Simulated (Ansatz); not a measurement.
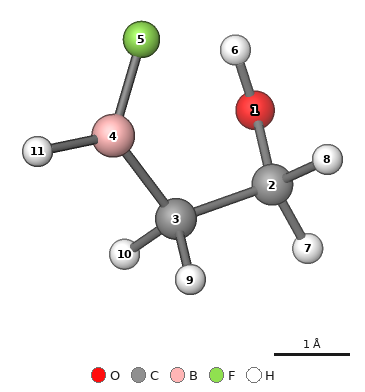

This is the input geometry for a relaxation of C2H6BFO. The picture is a ball-and-stick view, seen from a free direction.

The start comes from PBE-D4/def2-SVP.

These are results of Ansatz, RKS PBE0-D4/def2-TZVP, not measurements.

The input:
```yaml
crystal:
  periodic: [false, false, false]
  atoms:
    - {symbol: O, position_ang: [-1.335171, -0.071588, 1.254804]}
    - {symbol: C, position_ang: [-0.209006, -0.797052, 0.795387]}
    - {symbol: C, position_ang: [0.784965, 0.078153, 0.016660]}
    - {symbol: B, position_ang: [0.219554, 0.828700, -1.234273]}
    - {symbol: F, position_ang: [-1.091265, 0.749979, -1.530559]}
    - {symbol: H, position_ang: [-1.855886, 0.164554, 0.465108]}
    - {symbol: H, position_ang: [0.279185, -1.219952, 1.698765]}
    - {symbol: H, position_ang: [-0.506353, -1.671745, 0.164306]}
    - {symbol: H, position_ang: [1.684888, -0.498536, -0.301963]}
    - {symbol: H, position_ang: [1.200166, 0.871612, 0.684721]}
    - {symbol: H, position_ang: [0.894323, 1.508874, -1.992254]}
basis:
  gaussian: {orbitals: def2-TZVP}
hamiltonian: {xc: pbe0, dispersion: d4}
relax: {f_tol: 0.005, max_steps: 150}
```

Command:
```bash
ansatz run in.yaml --threads 4 --pin off --events-out ev --progress --plain --max-ram 10444MiB
```

Question: Predict the outcome.

Answer: After 9 geometry steps the energy has fallen by 4.31 kJ/mol. Largest force component: 0.73 eV/Å at the start, 0.0018 eV/Å at the end. The atom that moves furthest after the best rigid fit is F5 (0.11 Å). By element the largest moves are F 0.11 Å, H 0.07 Å, O 0.03 Å, C 0.02 Å, B 0.02 Å. Near-neighbour distances that change, for instance: B4–H11 1.222 → 1.200 Å, C2–H8 1.119 → 1.098 Å, C2–H7 1.111 → 1.092 Å, C2–C3 1.536 → 1.522 Å. The run took 25 s on 4 threads of Intel Xeon Platinum 8259CL @ 2.50GHz, on a shared host.

Final geometry:

```xyz
11

O    -1.3085   -0.0683    1.2769
C    -0.2020   -0.7910    0.7805
C     0.7777    0.0905    0.0190
B     0.2262    0.8157   -1.2418
F    -1.0517    0.6676   -1.5910
H    -1.8576    0.1837    0.5298
H     0.2823   -1.2312    1.6550
H    -0.5324   -1.6234    0.1444
H     1.6623   -0.4867   -0.2880
H     1.1828    0.8637    0.6880
H     0.8864    1.5225   -1.9519
```

After the run, drawn alike:

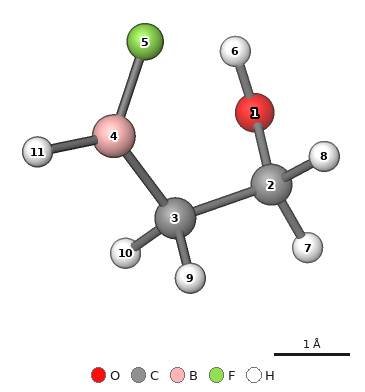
